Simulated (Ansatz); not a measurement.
# BSiPH (doublet): correlated methods under varied settings

Aim: run BSiPH (doublet) at one geometry under a spread of methods and options, and see what each costs and gives.

Method: the settings change from run to run; program: Ansatz 0.2.0, Gaussian basis.

20 further runs of the same task are left out: 8 that didn't finish, 12 set aside as unsound or not needed.

## 1. The geometry

The geometry is a PBE0/def2-TZVP stationary point (not a proven minimum) of the parent state, kept for this charge and spin.

4 atoms, charge 0, spin multiplicity 2.

Atoms are counted from 1 here; the program's logs count them from 0.

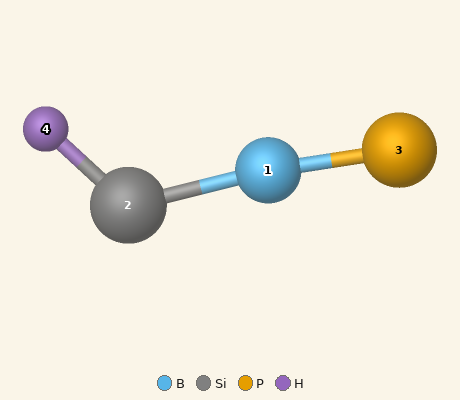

The geometry (boron blue, silicon grey, phosphorus amber, hydrogen purple); atoms are numbered from 1 in the order of the file.

## 2. BCCD/STO-3G

in.yaml

```yaml
crystal:
  periodic: [false, false, false]
  atoms:
    - {symbol: B, position_ang: [-0.000235, -0.216621, -0.738904]}
    - {symbol: Si, position_ang: [0.000057, -0.360027, 1.164652]}
    - {symbol: P, position_ang: [0.000067, -0.246140, -2.494670]}
    - {symbol: H, position_ang: [0.000110, 0.822787, 2.068922]}
basis:
  gaussian: {orbitals: STO-3G}
magnetization: {spin_polarized: true, initial_magnetization: 1}
hamiltonian: {xc: {name: B3LYP}}
correlation: {method: bccd, electrons: outside_noble_gas}
scf: {lower_state_search: off}
output: {forces: true}
```

The run is started by

```sh
ansatz run in.yaml --threads 1 --pin off --events-out ev --progress --plain --max-ram 2393MiB
```

Output (excerpt; [...] marks lines left out):

```text
Functional definition: B3LYP
  name "B3LYP"
  cite "Stephens, Devlin, Chabalowski & Frisch, J. Phys. Chem. 98, 11623 (1994) doi:10.1021/j100096a001"
  cite "Becke, Phys. Rev. A 38, 3098 (1988) doi:10.1103/PhysRevA.38.3098"
  cite "Lee, Yang & Parr, Phys. Rev. B 37, 785 (1988) doi:10.1103/PhysRevB.37.785"
  cite "Vosko, Wilk & Nusair, Can. J. Phys. 58, 1200 (1980) doi:10.1139/p80-159"
[...]
265 factors; integrals over basis functions are off by at most 3.3e-5 eV
[...]
mean field -17648.83956695 eV, -648.5828912725 hartree, gradient 3.3e-6 eV, S^2 0.820586; 0 other end points of the search recorded, 0 dependent functions left out
11 core orbitals not correlated: weight in the atoms' cores, before any rotation towards them, 0.999 or more for the frozen orbitals, at most 0.000 for the correlated occupied ones
reference -17612.21412612 eV, -647.2369311474 hartree; 7, 6 occupied and 6, 7 virtual orbitals, 265 factors
second order -4.83335159 eV of doubles, -0.26528302 eV of singles
cycle   1  -4.71177331 eV  change   -2.2e-2 eV  update   1.1e-1
[...]
cycle  30  -5.17418253 eV  change   -5.6e-8 eV  update   1.8e-7
WARN: these amplitudes may be one of several solutions (largest doubles amplitude 0.16, level shift 1.35 eV)
[...]
Total energy: -17617.38830865 eV, -647.4270788483 hartree
Atom 0 at    -0.000235    -0.216621    -0.738904 Å, force     0.000915     0.702044    -0.696143 eV/Å
Atom 1 at     0.000057    -0.360027     1.164652 Å, force    -0.000117    -0.888657    -1.420303 eV/Å
Atom 2 at     0.000067    -0.246140    -2.494670 Å, force    -0.000582    -0.106817     2.884834 eV/Å
Atom 3 at     0.000110     0.822787     2.068922 Å, force    -0.000216     0.293430    -0.768388 eV/Å
Dipole moment:     0.000024    -0.014951     0.292704 e Å
Checks for a lower state left out: starts, cluster_reference, orbital_swaps, neighbouring_geometries, increment
```

It took 5.5 s on 1 thread of AMD EPYC, shared host.

From the report: ⟨S²⟩ of the determinant 0.821 (pure doublet: 0.75); correlation -5.1742 eV; largest double amplitude 0.16. The report flags that the cluster equations may have other roots.

## 3. BCCD(T)/cc-pVDZ

in.yaml

```yaml
crystal:
  periodic: [false, false, false]
  atoms:
    - {symbol: B, position_ang: [-0.000235, -0.216621, -0.738904]}
    - {symbol: Si, position_ang: [0.000057, -0.360027, 1.164652]}
    - {symbol: P, position_ang: [0.000067, -0.246140, -2.494670]}
    - {symbol: H, position_ang: [0.000110, 0.822787, 2.068922]}
basis:
  gaussian: {orbitals: cc-pVDZ}
magnetization: {spin_polarized: false, initial_magnetization: 1}
hamiltonian: {xc: {name: r2SCAN}}
correlation: {method: bccd_t, electrons: outside_noble_gas}
accuracy: high
```

Same command.

Output (excerpt; [...] marks lines left out):

```text
Functional definition: r2SCAN
  name "r2SCAN"
  cite "Furness, Kaplan, Ning, Perdew & Sun, J. Phys. Chem. Lett. 11, 8208 (2020) doi:10.1021/acs.jpclett.0c02405"
  cite "Furness, Kaplan, Ning, Perdew & Sun, J. Phys. Chem. Lett. 11, 9248 (2020) doi:10.1021/acs.jpclett.0c03077"
  parent r2scan
[...]
1128 factors; integrals over basis functions are off by at most 3.5e-9 eV
[...]
mean field -17853.04295607 eV, -656.0872274085 hartree, gradient 3.6e-8 eV, S^2 0.750000; 11 other end points of the search recorded, 0 dependent functions left out
[...]
unrestricted determinant -17818.55988194 eV, -654.8199978076 hartree, S^2 1.7611
11 core orbitals not correlated: weight in the atoms' cores, before any rotation towards them, 1.000 or more for the frozen orbitals, at most 0.000 for the correlated occupied ones
reference -17816.87065641 eV, -654.7579199145 hartree; 7, 6 occupied and 37, 38 virtual orbitals, 1128 factors
second order -8.71706366 eV of doubles, -0.45302351 eV of singles
cycle   1  -8.60944169 eV  change    2.2e-2 eV  update   1.4e-1
[...]
cycle  52  -9.16967459 eV  change    1.4e-9 eV  update  9.8e-10
perturbative correction -0.65418174 eV, -0.0240407357 hartree
WARN: the results are in doubt because among natural orbitals full CI differs from the method by -0.093 eV
Total energy: -17826.69451274 eV, -655.1189399758 hartree
In doubt: among natural orbitals full CI differs from the method by -0.093 eV
```

Wall time 72 s (1 thread of AMD EPYC, shared host); peak memory 0.32 GiB.

From the report: correlation -9.8239 eV; largest double amplitude 0.13. The program marks this result as in doubt; its last lines say why.

## 4. MP2 on UHF/6-31G

in.yaml

```yaml
crystal:
  periodic: [false, false, false]
  atoms:
    - {symbol: B, position_ang: [-0.000235, -0.216621, -0.738904]}
    - {symbol: Si, position_ang: [0.000057, -0.360027, 1.164652]}
    - {symbol: P, position_ang: [0.000067, -0.246140, -2.494670]}
    - {symbol: H, position_ang: [0.000110, 0.822787, 2.068922]}
basis:
  gaussian: {orbitals: 6-31G}
magnetization: {spin_polarized: true, initial_magnetization: 1}
correlation: {method: mp2, electrons: valence}
scf: {lower_state_search: full}
```

Same command.

Output (excerpt; [...] marks lines left out):

```text
Functional definition: HF
  name "HF"
  cite "Fock, Z. Phys. 61, 126 (1930) doi:10.1007/BF01340294"
  parent pbe
[...]
438 factors; integrals over basis functions are off by at most 2.0e-4 eV
[...]
mean field -17816.05880818 eV, -654.7280850424 hartree, gradient 1.9e-6 eV, S^2 1.847241; 21 other end points of the search recorded, 0 dependent functions left out
11 core orbitals not correlated: weight in the atoms' cores, before any rotation towards them, 1.000 or more for the frozen orbitals, at most 0.000 for the correlated occupied ones
reference -17816.05880818 eV, -654.7280850424 hartree; 7, 6 occupied and 19, 20 virtual orbitals, 438 factors
second order -3.26009216 eV of doubles, -0.00000000 eV of singles
Total energy: -17819.31890034 eV, -654.8478912193 hartree
```

Wall time 14 s (1 thread of AMD EPYC, shared host).

From the report: ⟨S²⟩ of the determinant 1.847 (pure doublet: 0.75). The determinant is far from a pure spin state, so its energy mixes those of several spin states (harmless only where they are near-degenerate, as at dissociation).

## 5. MP2 on ROHF/6-31G

in.yaml, as its differences from that of step 4:

```diff
@@ -9,4 +9,4 @@
   gaussian: {orbitals: 6-31G}
-magnetization: {spin_polarized: true, initial_magnetization: 1}
-correlation: {method: mp2, electrons: valence}
-scf: {lower_state_search: full}
+magnetization: {spin_polarized: false, initial_magnetization: 1}
+hamiltonian: {pseudopotentials: {relativity: scalar}}
+correlation: {method: mp2, electrons: outside_noble_gas}
```

Same command.

Output (excerpt; [...] marks lines left out):

```text
Functional definition: HF
  name "HF"
  cite "Fock, Z. Phys. 61, 126 (1930) doi:10.1007/BF01340294"
  parent pbe
[...]
444 factors; integrals over basis functions are off by at most 2.0e-4 eV
[...]
mean field -17850.42429869 eV, -655.9909935248 hartree, gradient 5.4e-6 eV, S^2 0.750000; 10 other end points of the search recorded, 0 dependent functions left out
unrestricted determinant -17850.93077630 eV, -656.0096062336 hartree, S^2 1.7002
11 core orbitals not correlated: weight in the atoms' cores, before any rotation towards them, 1.000 or more for the frozen orbitals, at most 0.000 for the correlated occupied ones
reference -17850.42429869 eV, -655.9909935248 hartree; 7, 6 occupied and 19, 20 virtual orbitals, 444 factors
second order -3.89736018 eV of doubles, -0.01748484 eV of singles
Total energy: -17854.33914371 eV, -656.1348614258 hartree
Relativity: scalar
```

Run time: 4 s. Hardware: 1 thread of AMD EPYC, shared host.

## 6. CCSD on UHF/STO-3G

in.yaml

```yaml
crystal:
  periodic: [false, false, false]
  atoms:
    - {symbol: B, position_ang: [-0.000235, -0.216621, -0.738904]}
    - {symbol: Si, position_ang: [0.000057, -0.360027, 1.164652]}
    - {symbol: P, position_ang: [0.000067, -0.246140, -2.494670]}
    - {symbol: H, position_ang: [0.000110, 0.822787, 2.068922]}
basis:
  gaussian: {orbitals: STO-3G}
magnetization: {spin_polarized: true, initial_magnetization: 1}
correlation: {method: ccsd, electrons: valence, diis_vectors: 12}
scf: {lower_state_search: light}
```

The command is unchanged.

Output (excerpt; [...] marks lines left out):

```text
Functional definition: HF
  name "HF"
  cite "Fock, Z. Phys. 61, 126 (1930) doi:10.1007/BF01340294"
  parent pbe
[...]
265 factors; integrals over basis functions are off by at most 3.3e-5 eV
[...]
mean field -17613.88470373 eV, -647.2983237423 hartree, gradient 1.8e-6 eV, S^2 1.799689; 29 other end points of the search recorded, 0 dependent functions left out
determinant -17613.88470373 eV, -647.2983237423 hartree, with singles and doubles -17617.44000598 eV, -647.4289786899 hartree
determinant -17613.88465337 eV, -647.2983218916 hartree, with singles and doubles -17617.43997611 eV, -647.4289775924 hartree
determinant -17613.74788009 eV, -647.2932955662 hartree, with singles and doubles -17617.49672111 eV, -647.4310629328 hartree
determinant -17613.53511497 eV, -647.2854765922 hartree, with singles and doubles -17617.57191183 eV, -647.4338261406 hartree
[...]
determinant -17613.37359475 eV, -647.2795408338 hartree, with singles and doubles -17617.61274505 eV, -647.4353267338 hartree
determinant -17613.32275908 eV, -647.2776726572 hartree, with singles and doubles -17617.61913547 eV, -647.4355615772 hartree
determinant -17613.18707414 eV, -647.2726863276 hartree, with singles and doubles -17617.56749483 eV, -647.4336638190 hartree
[...]
11 core orbitals not correlated: weight in the atoms' cores, before any rotation towards them, 0.999 or more for the frozen orbitals, at most 0.000 for the correlated occupied ones
reference -17613.53511497 eV, -647.2854765922 hartree; 7, 6 occupied and 6, 7 virtual orbitals, 265 factors
second order -2.45896653 eV of doubles, -0.00000000 eV of singles
cycle   1  -4.13532353 eV  change   -1.2e-5 eV  update   1.9e-5
[...]
cycle   3  -4.13531581 eV  change    4.2e-6 eV  update   5.3e-6
WARN: the results are in doubt because among natural orbitals full CI differs from the method by -0.251 eV
Total energy: -17617.67043078 eV, -647.4374466451 hartree
In doubt: among natural orbitals full CI differs from the method by -0.251 eV
```

Wall time 14 s (1 thread of AMD EPYC, shared host).

From the report: ⟨S²⟩ of the determinant 2.009 (pure doublet: 0.75); correlation -4.1353 eV; T1 0.113; largest double amplitude 0.25. The determinant is far from a pure spin state, so its energy mixes those of several spin states (harmless only where they are near-degenerate, as at dissociation). The program marks this result as in doubt; its last lines say why.

## 7. BCCD(T) on UHF/cc-pVDZ

in.yaml, as its differences from that of step 6:

```diff
@@ -8,5 +8,4 @@
 basis:
-  gaussian: {orbitals: STO-3G}
+  gaussian: {orbitals: cc-pVDZ}
 magnetization: {spin_polarized: true, initial_magnetization: 1}
-correlation: {method: ccsd, electrons: valence, diis_vectors: 12}
-scf: {lower_state_search: light}
+correlation: {method: bccd_t, electrons: valence, diis_vectors: 4}
```

Same command.

Output (excerpt; [...] marks lines left out):

```text
Functional definition: HF
  name "HF"
  cite "Fock, Z. Phys. 61, 126 (1930) doi:10.1007/BF01340294"
  parent pbe
[...]
552 factors; integrals over basis functions are off by at most 1.4e-3 eV
[...]
mean field -17818.59067441 eV, -654.8211294099 hartree, gradient 2.1e-6 eV, S^2 1.865092; 29 other end points of the search recorded, 0 dependent functions left out
determinant -17818.59067441 eV, -654.8211294099 hartree, with singles and doubles -17826.07530598 eV, -655.0961845469 hartree
determinant -17818.57380517 eV, -654.8205094769 hartree, with singles and doubles -17826.11830017 eV, -655.0977645545 hartree
determinant -17818.55985290 eV, -654.8199967405 hartree, with singles and doubles -17826.07619138 eV, -655.0962170848 hartree
determinant -17818.50075139 eV, -654.8178248000 hartree, with singles and doubles -17826.10791925 eV, -655.0973830626 hartree
[...]
determinant -17818.09899901 eV, -654.8030606723 hartree, with singles and doubles -17826.17846016 eV, -655.0999753931 hartree
determinant -17818.07045906 eV, -654.8020118484 hartree, with singles and doubles -17826.19169994 eV, -655.1004619463 hartree
11 core orbitals not correlated: weight in the atoms' cores, before any rotation towards them, 1.000 or more for the frozen orbitals, at most 0.000 for the correlated occupied ones
reference -17818.07045906 eV, -654.8020118484 hartree; 7, 6 occupied and 37, 38 virtual orbitals, 552 factors
second order -6.73331391 eV of doubles, -0.00000000 eV of singles
cycle   1  -8.05484049 eV  change    6.6e-2 eV  update   7.6e-2
[...]
cycle  34  -8.04936245 eV  change    3.5e-6 eV  update   5.2e-6
perturbative correction -0.65342119 eV, -0.0240127858 hartree
WARN: the results are in doubt because among natural orbitals full CI differs from the method by -0.114 eV
Total energy: -17826.77324270 eV, -655.1218332483 hartree
In doubt: among natural orbitals full CI differs from the method by -0.114 eV
```

Run time: 1.9 min. Hardware: 1 thread of AMD EPYC, shared host.

From the report: ⟨S²⟩ of the determinant 0.841 (pure doublet: 0.75); correlation -8.7028 eV; largest double amplitude 0.13. Mind the lines of doubt at the end of the log.

## 8. BCCD on ROHF/cc-pVDZ

in.yaml, as its differences from that of step 7:

```diff
@@ -9,3 +9,5 @@
   gaussian: {orbitals: cc-pVDZ}
-magnetization: {spin_polarized: true, initial_magnetization: 1}
-correlation: {method: bccd_t, electrons: valence, diis_vectors: 4}
+magnetization: {spin_polarized: false, initial_magnetization: 1}
+correlation: {method: bccd, electrons: outside_noble_gas}
+scf: {omitted_lower_state_checks: [cluster_reference]}
+output: {forces: true}
```

Launched as before.

Output (excerpt; [...] marks lines left out):

```text
Functional definition: HF
  name "HF"
  cite "Fock, Z. Phys. 61, 126 (1930) doi:10.1007/BF01340294"
  parent pbe
[...]
552 factors; integrals over basis functions are off by at most 1.4e-3 eV
[...]
mean field -17817.97914461 eV, -654.7986561044 hartree, gradient 1.7e-6 eV, S^2 0.750000; 10 other end points of the search recorded, 0 dependent functions left out
11 core orbitals not correlated: weight in the atoms' cores, before any rotation towards them, 1.000 or more for the frozen orbitals, at most 0.000 for the correlated occupied ones
reference -17817.97914461 eV, -654.7986561044 hartree; 7, 6 occupied and 37, 38 virtual orbitals, 552 factors
second order -6.80444811 eV of doubles, -0.05710269 eV of singles
cycle   1  -7.61630020 eV  change   -7.5e-1 eV  update   1.2e-1
[...]
cycle  40  -8.14054965 eV  change    4.9e-7 eV  update   2.2e-7
WARN: the results are in doubt because among natural orbitals full CI differs from the method by -0.200 eV
[...]
Total energy: -17826.11969426 eV, -655.0978157860 hartree
Atom 0 at    -0.000235    -0.216621    -0.738904 Å, force     0.000111     0.505687     0.133254 eV/Å
Atom 1 at     0.000057    -0.360027     1.164652 Å, force     0.000076    -0.820598    -0.342710 eV/Å
Atom 2 at     0.000067    -0.246140    -2.494670 Å, force    -0.000074    -0.129478     0.330998 eV/Å
Atom 3 at     0.000110     0.822787     2.068922 Å, force    -0.000112     0.444389    -0.121542 eV/Å
Dipole moment:     0.000017     0.045396     0.380540 e Å
In doubt: among natural orbitals full CI differs from the method by -0.200 eV
Checks for a lower state left out: cluster_reference
```

Wall time 32 s (1 thread of AMD EPYC, shared host).

From the report: correlation -8.1405 eV; largest double amplitude 0.13. Mind the lines of doubt at the end of the log.

## 9. NEVPT4(SD)(9,5)/STO-3G

in.yaml

```yaml
crystal:
  periodic: [false, false, false]
  atoms:
    - {symbol: B, position_ang: [-0.000235, -0.216621, -0.738904]}
    - {symbol: Si, position_ang: [0.000057, -0.360027, 1.164652]}
    - {symbol: P, position_ang: [0.000067, -0.246140, -2.494670]}
    - {symbol: H, position_ang: [0.000110, 0.822787, 2.068922]}
basis:
  gaussian: {orbitals: STO-3G, point_charges: [{charge: -1.00, position_ang: [4.593, 0.705, -0.116]}]}
magnetization: {spin_polarized: false, initial_magnetization: 1}
hamiltonian: {pseudopotentials: {relativity: none}}
correlation: {method: fic_nevpt4_sd, electrons: valence, active_space: {window: {electrons: 9, orbitals: 5}}}
accuracy: high
```

The command is unchanged.

Output (excerpt; [...] marks lines left out):

```text
Functional definition: HF
  name "HF"
  cite "Fock, Z. Phys. 61, 126 (1930) doi:10.1007/BF01340294"
  parent pbe
[...]
422 factors; integrals over basis functions are off by at most 1.4e-8 eV
[...]
mean field -17613.20327227 eV, -647.2732815978 hartree, gradient 6.7e-8 eV, S^2 0.750000; 6 other end points of the search recorded, 0 dependent functions left out
reference -17613.20327227 eV, -647.2732815978 hartree; 18, 17 occupied and 6, 7 virtual orbitals, 422 factors
state -17613.20327227 eV, -647.2732815978 hartree
state -17613.20327227 eV, -647.2732815978 hartree; corrected -17617.21582834 eV, -647.4207403136 hartree
WARN: 4 active orbitals are nearly empty or full. The corrections depend on them more than the energy does, and are more stable in an active space without them
Total energy: -17617.21582834 eV, -647.4207403136 hartree
```

It took 2.9 s on 1 thread of AMD EPYC, shared host.

From the report: 5 determinants; active occupations 2.00, 2.00, 2.00, 2.00, 1.00. The report marks this result as in doubt.

## 10. NEVPT2(5,6)/STO-3G

in.yaml

```yaml
crystal:
  periodic: [false, false, false]
  atoms:
    - {symbol: B, position_ang: [-0.000235, -0.216621, -0.738904]}
    - {symbol: Si, position_ang: [0.000057, -0.360027, 1.164652]}
    - {symbol: P, position_ang: [0.000067, -0.246140, -2.494670]}
    - {symbol: H, position_ang: [0.000110, 0.822787, 2.068922]}
basis:
  gaussian: {orbitals: STO-3G}
magnetization: {spin_polarized: false, initial_magnetization: 1}
correlation: {method: sc_nevpt2, electrons: valence, active_space: {window: {electrons: 5, orbitals: 6}}}
```

The command is unchanged.

Output (excerpt; [...] marks lines left out):

```text
Functional definition: HF
  name "HF"
  cite "Fock, Z. Phys. 61, 126 (1930) doi:10.1007/BF01340294"
  parent pbe
[...]
265 factors; integrals over basis functions are off by at most 3.3e-5 eV
[...]
mean field -17613.04729339 eV, -647.2675494799 hartree, gradient 9.2e-6 eV, S^2 0.750000; 7 other end points of the search recorded, 0 dependent functions left out
reference -17613.04729339 eV, -647.2675494799 hartree; 18, 17 occupied and 6, 7 virtual orbitals, 265 factors
state -17615.36765570 eV, -647.3528212218 hartree
state -17615.36765570 eV, -647.3528212218 hartree; corrected -17617.31269945 eV, -647.4243002615 hartree
state -17615.33669335 eV, -647.3516833767 hartree
state -17615.33669335 eV, -647.3516833767 hartree; corrected -17616.72792673 eV, -647.4028102603 hartree
state -17615.36765570 eV, -647.3528212218 hartree; corrected -17617.31269945 eV, -647.4243002615 hartree
the orbitals are reached from a further start. From the first start the search ends at -17615.33661747 eV, -647.3516805879 hartree
Total energy: -17617.31269945 eV, -647.4243002615 hartree
```

Run time: 3.3 s. Hardware: 1 thread of AMD EPYC, shared host.

From the report: 300 determinants; active occupations 1.79, 1.67, 1.08, 0.28, 0.10, 0.07.

## 11. All runs side by side

 † marks a result that the program doubts.

```tsv
level	correlated	functions	energy (eV)	time
BCCD/STO-3G (on B3LYP orbitals) †	outside noble gas	24	-17617.3883	5.5 s
BCCD(T)/cc-pVDZ (on r2SCAN orbitals) †	outside noble gas	55	-17826.6945	72 s
MP2 on UHF/6-31G	valence	37	-17819.3189	14 s
MP2 on ROHF/6-31G (relativity set)	outside noble gas	37	-17854.3391	4 s
CCSD on UHF/STO-3G †	valence	24	-17617.6704	14 s
BCCD(T) on UHF/cc-pVDZ †	valence	55	-17826.7732	1.9 min
BCCD on ROHF/cc-pVDZ †	outside noble gas	55	-17826.1197	32 s
NEVPT4(SD)(9,5)/STO-3G (beside a point charge) †	valence	24	-17617.2158	2.9 s
NEVPT2(5,6)/STO-3G	valence	24	-17617.3127	3.3 s
```

## 12. What came out

```
quantity                                                    value
    runs                                                        9
quickest  NEVPT4(SD)(9,5)/STO-3G (beside a point charge) †, 2.9 s
 slowest                        BCCD(T) on UHF/cc-pVDZ †, 1.9 min
```

In words: Total energies in different bases, with other cores or another treatment of relativity can't be set against each other. BCCD(T) on UHF/cc-pVDZ † took 40 times as long as NEVPT4(SD)(9,5)/STO-3G (beside a point charge) †; the jobs differ in more than the method.
